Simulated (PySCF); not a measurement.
CH$_{11}$BSSi$_{4}$

The calculation's input:

```
{"job": {"kind": "nmr", "xc": "PBE0", "basis": "pcSseg-1"}, "charge": 0, "multiplicity": 1}
B      2.281176    -2.207198     0.463138
Si     0.448012    -2.231410    -0.153198
Si    -0.571518    -0.084622    -0.064098
Si    -2.913814    -0.048127    -0.168405
Si     0.598075     1.722389    -1.024582
C      0.883078     2.250892     0.795330
S      0.047646     0.963124     1.796889
H      2.560093    -2.445071     1.574574
H      3.153158    -1.869685    -0.242924
H     -0.512882    -3.110939     0.538114
H      0.201030    -2.557063    -1.573323
H     -3.475847     1.267281    -0.494407
H     -3.299560    -0.961562    -1.246629
H     -3.578069    -0.497580     1.055842
H      1.894527     1.526023    -1.684770
H     -0.087261     2.804428    -1.740884
H      0.436605     3.207803     1.056292
H      1.926790     2.277635     1.101382
```

Run with:

```sh
OMP_NUM_THREADS=1 python probes_run.py task.json out
```

Geometry: GFN2-xTB.

Computed with PBE0/pcSseg-1, SCF density, gas phase, non-relativistic in PySCF.

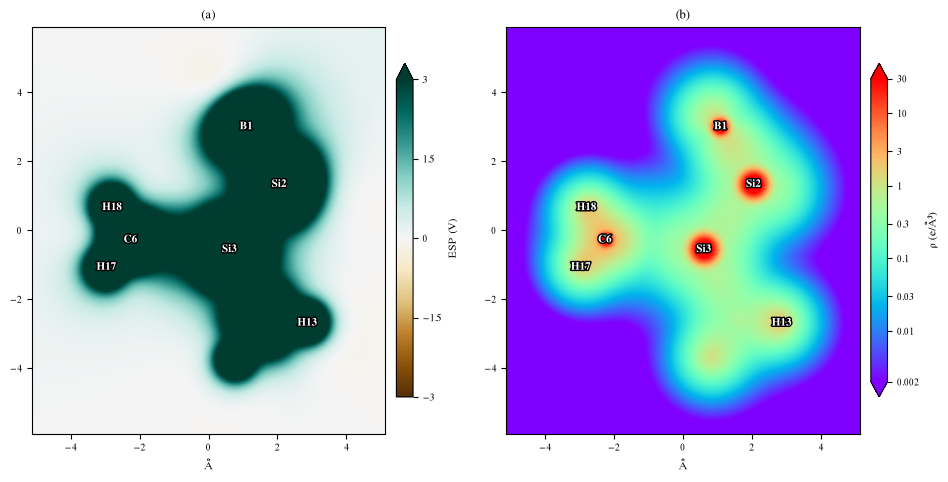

Figure 1. (a) molecular electrostatic potential; (b) total electron density on the plane of atoms B1, Si2 and Si3.

Describe what can be read from this map.

Answer.
- The plane passes through B, Si, C and H nuclei.
- Si–B (1.93 Å): ρ is about 0.86 e/Å³ halfway.
- C–H (1.09 Å): ρ at the midpoint is about 2 e/Å³.
- The potential has no marked negative region in this plane.

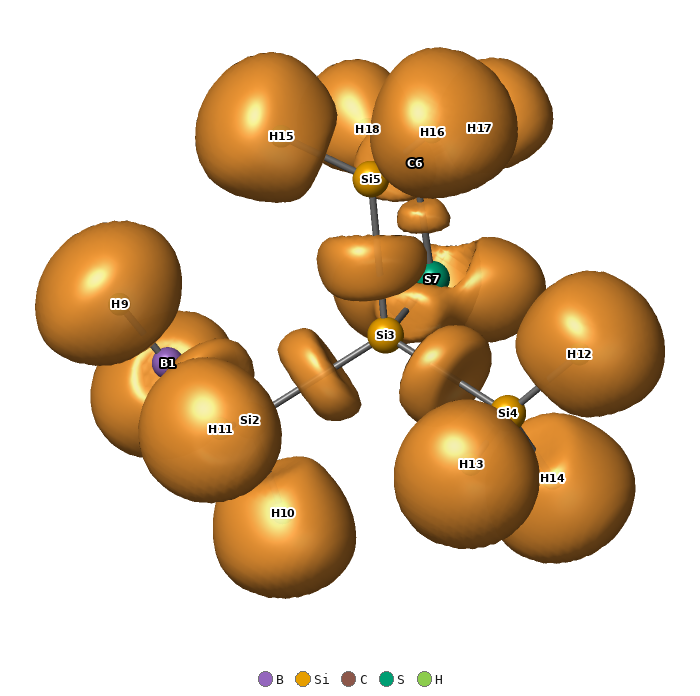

Figure 2. Isosurface of the ELF at 0.8 (orange), seen at a tilt. Only the valence region is drawn (cores and ρ < 0.01 e/Å³ removed).

Describe the localisation domains.

Answer. The surface consists of one region between bonded B–Si atoms (shared pairs), one region between bonded C–S atoms (shared pairs), one region between bonded C–Si atoms (shared pairs), three regions between bonded Si–Si atoms (shared pairs), eleven regions around hydrogen nuclei and one region on S in which the atom's valence shell and bonds are merged. Along the contacts the grid gives the following. C–S (1.83 Å): the ELF peaks at about 0.90 between the atoms (a shared electron pair). C–Si (1.92 Å): the ELF peaks at about 0.95 between the atoms: a covalent bond.

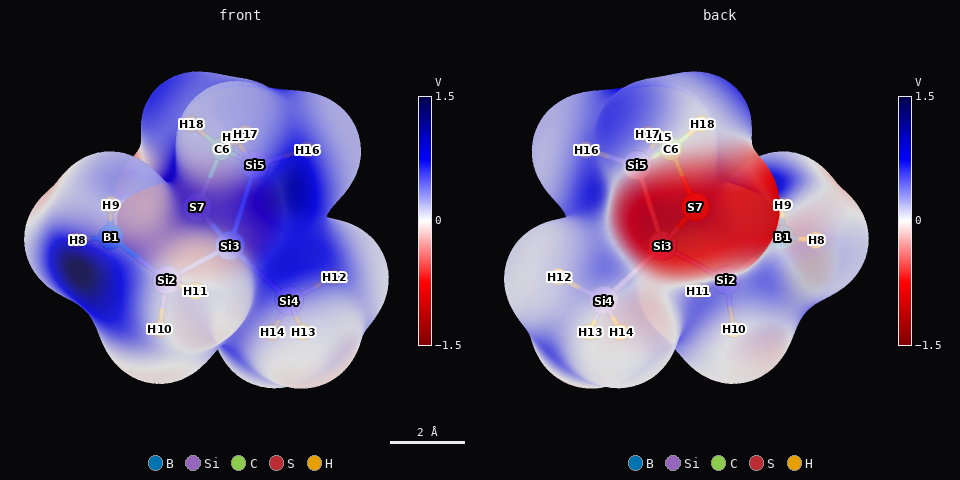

Figure 3. The electrostatic potential painted on the density surface at 0.001 e/bohr³, seen from the front and from behind; the colour scale runs from red (negative) to blue (positive).

Describe the electrostatic potential map.

Answer. The most negative region (about −0.9 V) lies over S7, the most positive (about +1.4 V) over B1.
